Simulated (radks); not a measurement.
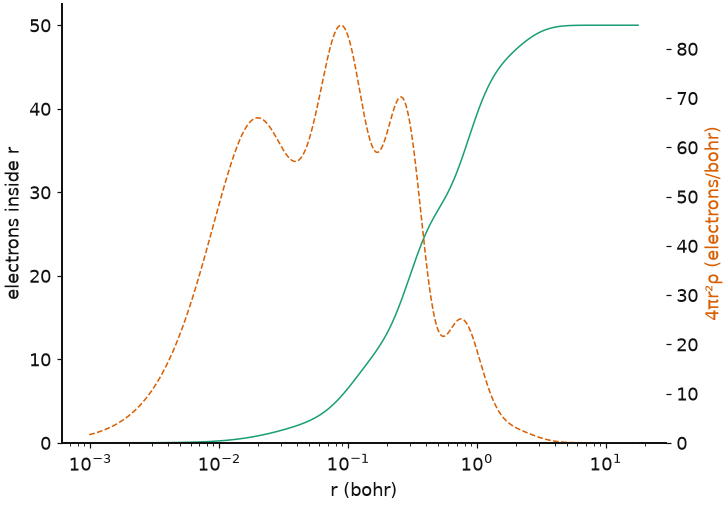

The antimony ion Sb⁺; electrons: [Kr] 4d10 5s2 5p2. The calculation used the in-house radial solver radks at this level: scalar-relativistic Kohn-Sham, PBE, spin-unpolarised, spherical densities, point nucleus.

```
Z 51
configuration [Kr] 4d10 5s2 5p2 6s0 4f0
relativity scalar-relativistic
functional pbe,pbe
spin unpolarised
nucleus point
c 137.035999084
```

The plot shows the number of electrons inside radius r (solid) and the radial density 4πr²ρ (dashed).

Question: Describe it and give its main numbers.

Answer: The count levels off at 50 electrons. Half of them lie within 0.399 bohr, 90 % within 1.50 bohr and 99 % within 3.46 bohr. The radial density has minima at 0.0390, 0.169 and 0.546 bohr, where the count stands at 2.0, 11.2 and 28.9; these part the shells that the density resolves.
